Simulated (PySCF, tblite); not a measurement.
# C2H11N3Si2: a rotation path, then NMR shifts on frames, part 1 of 2

How do NMR shifts of C2H11N3Si2 (`CCN1[SiH2]N[Si@@H]1N`) change as the atoms move?

Computed with tblite 0.8.0 and PySCF 2.14.0, with density-fitted response routines of our own, on a single molecule in the gas phase. Atoms count from 0, in the outputs and in this text.

**1. Starting geometry**

18 atoms, charge 0, multiplicity 1; geometry from: GFN2-xTB.

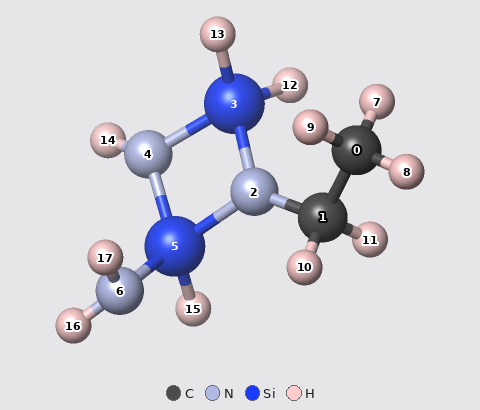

As it starts; carbon dark grey, nitrogen light blue, silicon blue, hydrogen pink, atoms numbered.

**2. The rotation path with GFN2-xTB**

The job: settings as JSON, then the geometry in Å.

```
{"job": {"kind": "neb", "xc": "GFN2-xTB", "basis": "xTB", "atoms": [0, 1, 2, 3], "turn": 120}, "charge": 0, "multiplicity": 1}
C     -2.279466    -0.065377    -0.968674
C     -1.144469    -0.924826    -0.425592
N     -0.125348    -0.128312     0.192189
Si    -0.210524     1.262896     1.228048
N      1.515085     1.052612     1.320544
Si     1.565890    -0.460621     0.450410
N      2.404890    -0.631803    -1.038828
H     -2.761784     0.466417    -0.151609
H     -3.017493    -0.683731    -1.474829
H     -1.886554     0.666768    -1.669434
H     -0.687847    -1.495691    -1.241409
H     -1.560238    -1.652618     0.290555
H     -0.925372     1.050975     2.487706
H     -0.599742     2.506940     0.566287
H      2.181909     1.479824     1.935702
H      1.911720    -1.622493     1.261301
H      3.383708    -0.860664    -1.011529
H      2.226876     0.046021    -1.762494
```

With the program's defaults for keys left out, this is: GFN2-xTB climbing-image nudged elastic band, gas phase.

Command:

```
$ OMP_NUM_THREADS=1 python probes_run.py task.json out
```

The driver reads the jobs from task.json and runs them one after another.

The log of the run:

```text
image   E - E0 / eV
  0      -0.0000
  1      -0.0021
  2      -0.0032
  3      -0.0039
  4      -0.0048
  5      -0.0062
  6      -0.0084
  7      -0.0119
  8      -0.0194
```

Wall time 4.3 s (1 thread of Intel Xeon 6975P-C, shared host); peak memory 0.19 GiB.

The final band, with the dihedral C0–C1–N2–Si3:

| image | dihedral (°) | energy (eV) | energy (kcal/mol) |
| --- | --- | --- | --- |
| 0 | 41 | 0.000 | 0.0 |
| 1 | 46 | -0.002 | 0.0 |
| 2 | 52 | -0.003 | -0.1 |
| 3 | 58 | -0.004 | -0.1 |
| 4 | 64 | -0.005 | -0.1 |
| 5 | 70 | -0.006 | -0.1 |
| 6 | 77 | -0.008 | -0.2 |
| 7 | 87 | -0.012 | -0.3 |
| 8 | 97 | -0.019 | -0.4 |

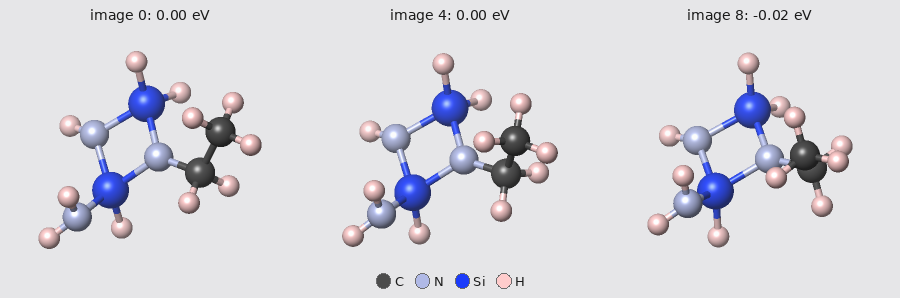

Images along the band.

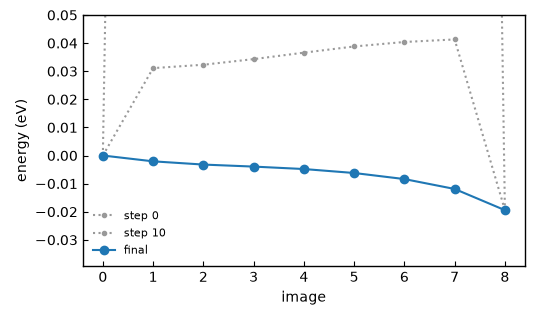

Energy along the band, early and final.

**3. Shielding tensors: image 0, PBE0/pcSseg-1**

The job: settings as JSON, then the geometry in Å.

```
{"job": {"kind": "nmr", "xc": "PBE0", "basis": "pcSseg-1", "pop": false}, "charge": 0, "multiplicity": 1}
C     -2.279500    -0.065400    -0.968700
C     -1.144500    -0.924800    -0.425600
N     -0.125300    -0.128300     0.192200
Si    -0.210500     1.262900     1.228000
N      1.515100     1.052600     1.320500
Si     1.565900    -0.460600     0.450400
N      2.404900    -0.631800    -1.038800
H     -2.761800     0.466400    -0.151600
H     -3.017500    -0.683700    -1.474800
H     -1.886600     0.666800    -1.669400
H     -0.687800    -1.495700    -1.241400
H     -1.560200    -1.652600     0.290600
H     -0.925400     1.051000     2.487700
H     -0.599700     2.506900     0.566300
H      2.181900     1.479800     1.935700
H      1.911700    -1.622500     1.261300
H      3.383700    -0.860700    -1.011500
H      2.226900     0.046000    -1.762500
```

Level: GIAO PBE0/pcSseg-1 NMR shielding, non-relativistic, gas phase.

The log of the run:

```text
coarse grid: 15432 points
cycle   1  E = -825.4542188084  dE =  8.356e-01  |g| = 7.240e-01  |ddm| = 3.851e+00
cycle   2  E = -825.3483666794  dE =  1.059e-01  |g| = 9.986e-01  |ddm| = 1.517e+00
cycle   3  E = -825.5676104410  dE = -2.192e-01  |g| = 7.729e-02  |ddm| = 9.968e-01
cycle   4  E = -825.5685791376  dE = -9.687e-04  |g| = 3.968e-02  |ddm| = 9.043e-02
cycle   5  E = -825.5689054228  dE = -3.263e-04  |g| = 9.004e-03  |ddm| = 3.489e-02
cycle   6  E = -825.5689204332  dE = -1.501e-05  |g| = 2.974e-03  |ddm| = 8.937e-03
cycle   7  E = -825.5689224328  dE = -2.000e-06  |g| = 4.909e-04  |ddm| = 2.663e-03
final grid: 138336 points
cycle   8  E = -825.6013892548  dE = -2.610e-05  |g| = 9.309e-03  |ddm| = 2.285e-02
cycle   9  E = -825.6013750903  dE =  1.416e-05  |g| = 1.236e-02  |ddm| = 1.767e-02
cycle  10  E = -825.6014088620  dE = -3.377e-05  |g| = 8.701e-04  |ddm| = 1.023e-02
cycle  11  E = -825.6014090046  dE = -1.426e-07  |g| = 2.772e-04  |ddm| = 8.191e-04
cycle  12  E = -825.6014090194  dE = -1.482e-08  |g| = 7.594e-05  |ddm| = 2.490e-04
cycle  13  E = -825.6014090204  dE = -1.019e-09  |g| = 2.947e-05  |ddm| = 8.590e-05
cycle  14  E = -825.6014090206  dE = -1.946e-10  |g| = 4.471e-06  |ddm| = 2.866e-05
converged SCF energy = -825.6014090206

GIAO shielding tensors (ppm)
atom      isotropic    diamagn.    paramagn.     s11        s22        s33       span
  0 C      164.795     249.025     -84.230    149.609    159.857    184.919     35.310
  1 C      146.947     241.096     -94.150    128.585    140.969    171.286     42.700
  2 N      216.372     330.978    -114.606    159.395    216.165    273.557    114.162
  3 Si     383.053     882.526    -499.473    358.289    378.529    412.341     54.052
  4 N      233.383     325.713     -92.331    201.419    213.464    285.264     83.846
  5 Si     381.003     882.300    -501.297    349.039    378.840    415.130     66.090
  6 N      225.258     318.575     -93.318    203.783    209.121    262.869     59.086
  7 H       30.679      30.792      -0.114     26.747     29.657     35.631      8.884
  8 H       30.449      28.289       2.160     26.229     27.338     37.781     11.552
  9 H       30.437      31.287      -0.849     27.035     28.997     35.280      8.244
 10 H       28.612      30.906      -2.294     22.765     29.320     33.749     10.984
 11 H       28.388      29.865      -1.477     22.512     27.762     34.890     12.378
 12 H       26.214      30.640      -4.426     23.257     23.764     31.622      8.365
 13 H       26.220      31.184      -4.964     22.920     23.884     31.856      8.936
 14 H       31.420      31.931      -0.511     24.271     25.840     44.149     19.878
 15 H       26.475      30.340      -3.865     22.734     24.415     32.277      9.543
 16 H       30.706      29.096       1.611     24.518     25.929     41.672     17.154
 17 H       30.529      33.093      -2.564     23.962     27.376     40.248     16.286
```

Wall time 26 s (1 thread of Intel Xeon 6975P-C, shared host); peak memory 0.85 GiB.

Shifts follow as δ = σ(reference) − σ, with reference shieldings (ppm) from runs at the same level and on the same kind of geometry: ¹H TMS 31.72, ¹³C TMS 186.9, ²⁹Si TMS 349.2, ¹⁵N NH3 267.7. The references are single molecules in the gas phase, so shifts against H2O, NH3, PH3, H3PO4 or CFCl3 are not on the usual liquid scales and can be off by tens of ppm. Each atom is listed at this fixed geometry, with no averaging over motion; a spectrum would average atoms that exchange fast.

| atoms | environment | σ (ppm) | δ (ppm) |
| --- | --- | --- | --- |
| C1 | sp3 CH2 bonded to N | 146.9 | 40.0 |
| C0 | methyl carbon | 164.8 | 22.1 |
| H12 |  | 26.21 | 5.50 |
| H13 |  | 26.22 | 5.50 |
| H15 |  | 26.48 | 5.24 |
| H11 | hydrogen on an sp3 CH2 bonded to N | 28.39 | 3.33 |
| H10 | hydrogen on an sp3 CH2 bonded to N | 28.61 | 3.11 |
| H9 | hydrogen on a methyl carbon | 30.44 | 1.28 |
| H8 | hydrogen on a methyl carbon | 30.45 | 1.27 |
| H17 | hydrogen on a nitrogen bonded to Si | 30.53 | 1.19 |
| H7 | hydrogen on a methyl carbon | 30.68 | 1.04 |
| H16 | hydrogen on a nitrogen bonded to Si | 30.71 | 1.01 |
| H14 | hydrogen on a nitrogen bonded to 2 Si, in a 4-membered ring | 31.42 | 0.30 |
| N2 | nitrogen bonded to C, 2 Si, in a 4-membered ring | 216.4 | 51.4 |
| N6 | nitrogen bonded to Si, 2 H | 225.3 | 42.5 |
| N4 | nitrogen bonded to 2 Si, H, in a 4-membered ring | 233.4 | 34.3 |
| Si5 |  | 381.0 | -31.8 |
| Si3 |  | 383.1 | -33.9 |

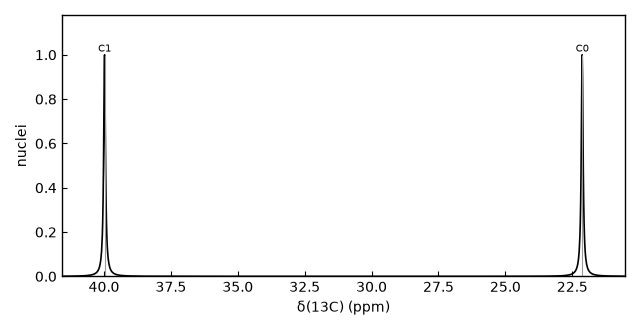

¹³C lines at the computed shifts, without couplings. Lines are broadened to a width of 0.08 ppm (Lorentzian).

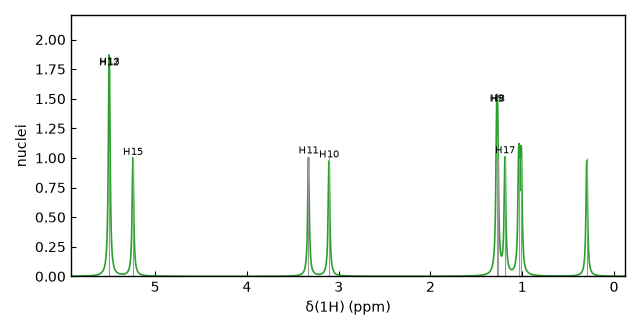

¹H lines at the computed shifts, without couplings. Lines are broadened to a width of 0.02 ppm (Lorentzian).

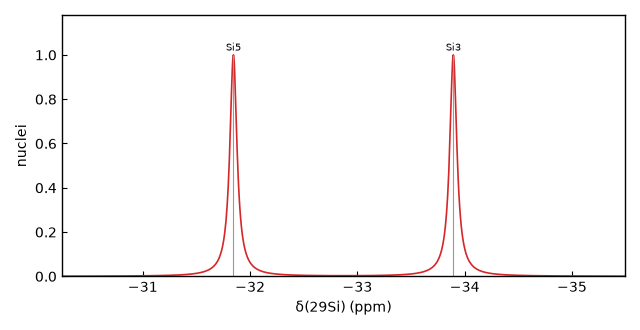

²⁹Si lines at the computed shifts, without couplings. Lines are broadened to a width of 0.08 ppm (Lorentzian).

Ring of atoms N2, Si3, N4, Si5: NICS(0) -9.5, NICS(1) -2.6, NICS(1)zz -0.4 ppm (means of both faces).

The fields below are evaluated on a grid from the run's orbitals.

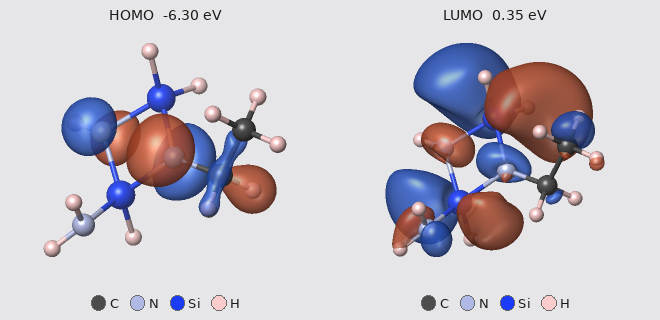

PBE0/pcSseg-1 orbitals near the gap, drawn at the value that encloses 70 % of each; the two colours are the two signs.

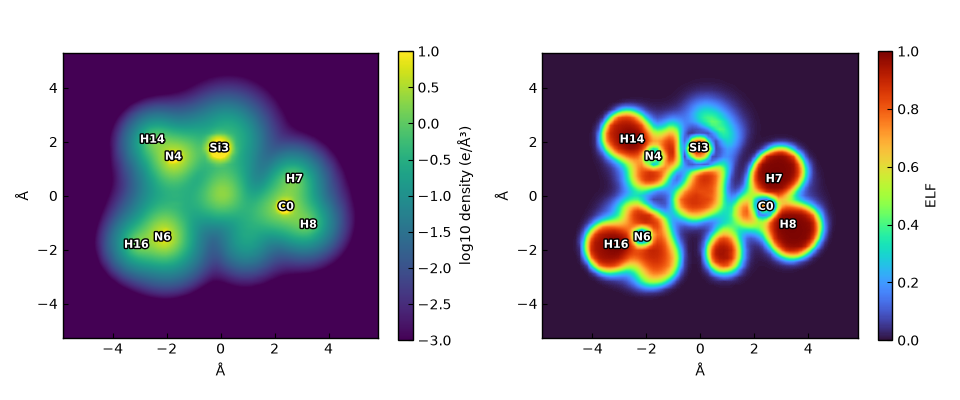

Density (left) and ELF (right) in a plane through or near 8 of the atoms.

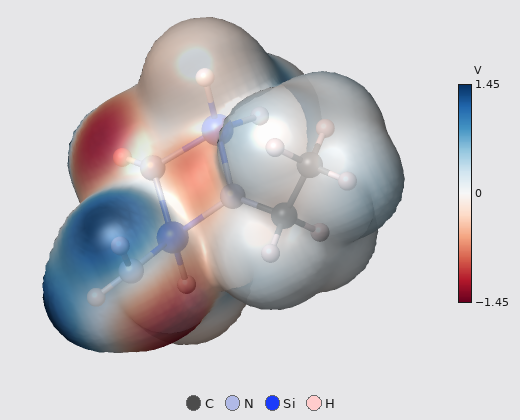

Electrostatic potential on the surface of density 0.002 e/bohr³; red is low, blue high. It runs from -1.22 V near N6 to 1.45 V near H16.

(Continued in part 2 of 2.)
